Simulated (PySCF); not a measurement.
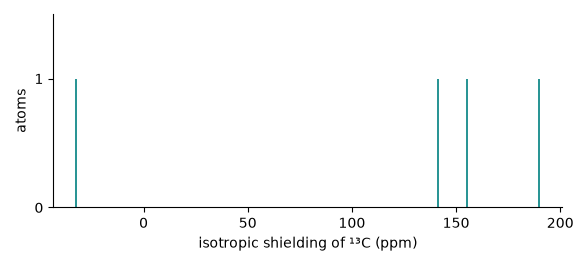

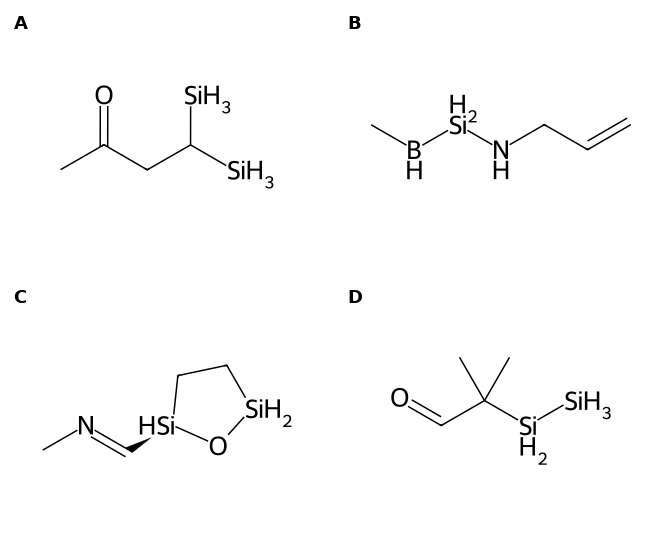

The sticks are computed shieldings of one of the molecules, for one fixed geometry (GFN2-xTB) without averaging over rotations. Low shielding means a high chemical shift. Method: GIAO PBE0/pcSseg-1 NMR shielding, non-relativistic, gas phase (PySCF 2.14.0).

> Match the spectrum to a structure.

A, `CC(=O)CC([SiH3])[SiH3]`. Its 4 C atoms give lines at −32.3, 141.3, 155.2, 189.9 ppm.

The geometry is semi-empirical. Around B, Si such bond lengths and angles can be off by a tenth of an ångström or more and by several degrees, and values that hang on the shape move with them.
